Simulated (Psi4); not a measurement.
**CuPH4 (Cu(PH3)H): FNO-CISD/3-21G**

What is the energy difference between two shapes of CuPH4 (Cu(PH3)H) at FNO-CISD/3-21G? 

The results are computed with Psi4 1.11.

3 further runs of the same task are left out: 1 that didn't finish, 2 set aside as unsound or not needed.

**1. Starting point**

CuPH4: 6 atoms, total charge 0, spin state singlet. As SMILES, `[H][Cu]<-[PH3]`. Geometry: a GFN2-xTB relaxation, a rough one for these elements and not checked as a minimum.

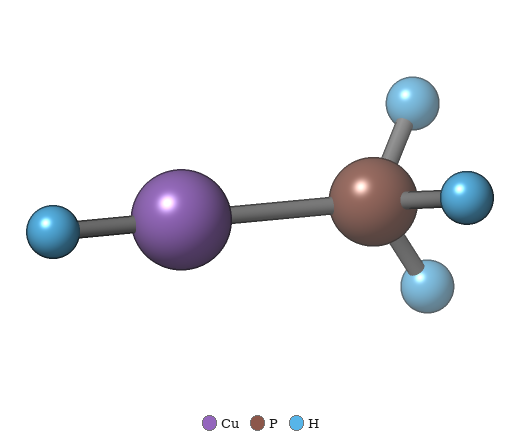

Viewed from a chosen angle; copper purple, phosphorus brown, hydrogen blue.

**2. A single-point energy at FNO-CISD/3-21G**

The input, cuh4p.inp:

```
memory 1.6 GB

molecule {
  0 1
  Cu
  P 1 2.233463
  H 2 1.384145 1 121.4756
  H 2 1.384492 3 94.90013 1 131.77115
  H 2 1.382879 3 94.95241 4 95.4126
  H 1 1.489088 4 157.97361 2 179.41045
  symmetry c1
  no_reorient
  no_com
}

set basis 3-21G
set scf_type pk
set freeze_core true

energy('fno-cisd')
```

Launch:

```sh
$ psi4 -n 1 cuh4p.inp cuh4p.out
```

cuh4p.out:

```text
[...]
  Running in c1 symmetry.
[...]
  Nuclear repulsion =  148.284573178358357
[...]
  Multiplicity = 1
[...]
  Nalpha       = 24
  Nbeta        = 24
[...]
    Number of basis functions: 50
[...]
   @RHF iter   1: -1969.84356601214404   -8.19013e-01   6.82911e-02 ADIIS/DIIS
[...]
   @RHF iter  16: -1972.06314819548766   -4.54747e-12   5.92413e-09 DIIS
[...]
    Orbital Energies [Eh]
    ---------------------
    Doubly Occupied:
       1A   -326.665501     2A    -79.423012     3A    -40.540032
       4A    -35.285174     5A    -35.279143     6A    -35.279130
       7A     -7.505321     8A     -5.389315     9A     -5.389040
      10A     -5.389035    11A     -4.906958    12A     -3.209283
      13A     -3.192325    14A     -3.192316    15A     -0.938301
      16A     -0.579012    17A     -0.578635    18A     -0.497912
      19A     -0.340975    20A     -0.340872    21A     -0.334044
      22A     -0.334025    23A     -0.324724    24A     -0.239909
[...]
  @RHF Final Energy: -1972.06314819548766
   => Energetics <=
    Nuclear Repulsion Energy =            148.2845731783583574
    One-Electron Energy =               -3050.3874462340145328
    Two-Electron Energy =                 930.0397248601686897
    Total Energy =                      -1972.0631481954876563
[...]
 Multipole Moments:
 ------------------------------------------------------------------------------------
     Multipole            Electronic (a.u.)      Nuclear  (a.u.)        Total (a.u.)
 ------------------------------------------------------------------------------------
 L = 1.  Multiply by 2.5417464519 to convert [e a0] to [Debye]
 Dipole X            :          0.0330200           -0.0252388            0.0077813
 Dipole Y            :          0.0123088           -0.0105843            0.0017245
 Dipole Z            :         -3.8933971            6.3053743            2.4119772
 Magnitude           :                                                    2.4119903
[...]
      * MP2 total energy:                  -1972.383717679872
[...]
      * SCS-MP2 total energy:                -1972.367001813530
[...]
      * MP2 total energy:                    -1972.383717679872
[...]
      * CISD total energy:                   -1972.354516350952
[...]
```

It took 3.9 s on 1 thread of Intel Xeon Platinum 8259CL at 2.50GHz (Skylake/Cascade Lake), shared host; peak memory 0.22 GiB.

**3. The distorted shape, same level**

The input, calc.dat:

```
memory 1600 mb

molecule geom {
  Cu    -0.046086     0.198074    -1.692852
  P     -0.089596    -0.045710     0.585822
  H      0.838869    -1.087191     1.369652
  H     -1.191140    -0.120187     1.167876
  H      0.436268     1.167568     1.456495
  H      0.105493    -0.154820    -2.934246
  units angstrom
  symmetry c1
  no_reorient
  no_com
}

set globals {
  basis 3-21G
  scf_type pk
  freeze_core true
}

e_tot, wfn = energy('fno-cisd', return_wfn=True)
```

Launch:

```sh
$ psi4 calc.dat calc.out -n 1
```

calc.out:

```text
[...]
  Running in c1 symmetry.
[...]
  Nuclear repulsion =  145.923585240552597
[...]
  Multiplicity = 1
[...]
  Nalpha       = 24
  Nbeta        = 24
[...]
    Number of basis functions: 50
[...]
   @RHF iter   1: -1969.80076188116436   -9.02452e-01   6.80722e-02 ADIIS/DIIS
[...]
   @RHF iter  18: -1972.02491182806943   -2.27374e-12   2.96924e-09 DIIS
[...]
    Orbital Energies [Eh]
    ---------------------
    Doubly Occupied:
       1A   -326.666035     2A    -79.438310     3A    -40.542452
       4A    -35.288527     5A    -35.280666     6A    -35.280413
       7A     -7.514897     8A     -5.400135     9A     -5.398033
      10A     -5.397722    11A     -4.909307    12A     -3.213948
      13A     -3.193496    14A     -3.192971    15A     -0.919381
      16A     -0.590186    17A     -0.522813    18A     -0.484969
      19A     -0.367869    20A     -0.348654    21A     -0.336583
      22A     -0.331643    23A     -0.327627    24A     -0.228498
[...]
  @RHF Final Energy: -1972.02491182806943
   => Energetics <=
    Nuclear Repulsion Energy =            145.9235852405525975
    One-Electron Energy =               -3045.5467231408406406
    Two-Electron Energy =                 927.5982260722184947
    Total Energy =                      -1972.0249118280694347
[...]
 Multipole Moments:
 ------------------------------------------------------------------------------------
     Multipole            Electronic (a.u.)      Nuclear  (a.u.)        Total (a.u.)
 ------------------------------------------------------------------------------------
 L = 1.  Multiply by 2.5417464519 to convert [e a0] to [Debye]
 Dipole X            :          4.4640915           -4.7072020           -0.2431105
 Dipole Y            :         -8.9693455            9.1913747            0.2220292
 Dipole Z            :         76.3629986          -74.1634375            2.1995610
 Magnitude           :                                                    2.2240657
[...]
      * MP2 total energy:                  -1972.348066263422
[...]
      * SCS-MP2 total energy:                -1972.331721637609
[...]
      * MP2 total energy:                    -1972.348066263422
[...]
      * CISD total energy:                   -1972.318709386085
[...]
```

Wall time 4.2 s (1 thread of Intel Xeon Platinum 8259CL at 2.50GHz (Skylake/Cascade Lake), shared host); peak memory 0.22 GiB.

**4. Summary of results**

At FNO-CISD/3-21G, 14 core orbitals frozen:

| quantity | value |
| --- | --- |
| first shape: total energy | -1972.35452 Eh |
| first shape: HOMO energy (Hartree–Fock orbitals) | -6.53 eV |
| first shape: LUMO energy (Hartree–Fock orbitals) | 0.05 eV |
| first shape: HOMO–LUMO gap (Hartree–Fock orbitals) | 6.58 eV |
| first shape: correlation energy (14 core orbitals frozen) | -291.4 mEh |
| distorted shape: total energy | -1972.31871 Eh |
| distorted shape: HOMO energy (Hartree–Fock orbitals) | -6.22 eV |
| distorted shape: LUMO energy (Hartree–Fock orbitals) | 0.05 eV |
| distorted shape: HOMO–LUMO gap (Hartree–Fock orbitals) | 6.27 eV |
| distorted shape: correlation energy (14 core orbitals frozen) | -293.8 mEh |
| energy change with the atoms displaced | 0.974 eV |

What this shows: With the atoms displaced the energy rises by 0.97 eV (94.0 kJ/mol). The first shape isn't relaxed at this level, so the change isn't measured from a minimum.
